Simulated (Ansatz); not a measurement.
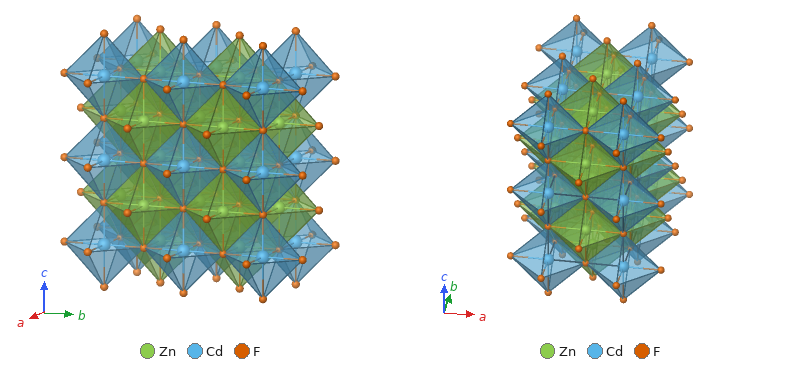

Polyhedra are drawn about Cd and Zn (bonds: Cd–F below 2.8 Å and F–Zn below 2.8 Å); other atoms are plain spheres. Two views of the same piece.

The compound is Zn3CdF4 (space group Pm-3m, No. 221), taken as coordinates from a relaxation with DFT PBE, scalar-relativistic, plane waves, PAW (Ansatz 0.2.0); the starting structure was generated, so it need not be a known form of this composition.

Sharing among the drawn polyhedra:

```json
{"site": "Cd", "polyhedron": "CdF6 octahedron", "corner-sharing neighbours": "6", "edge-sharing": "12", "face-sharing": "0", "bond (Å)": "2.48"}
{"site": "Zn", "polyhedron": "ZnF6 octahedron", "corner-sharing neighbours": "6", "edge-sharing": "12", "face-sharing": "0", "bond (Å)": "2.48"}
```

They form a three-dimensional framework of corner- and edge-sharing octahedra.
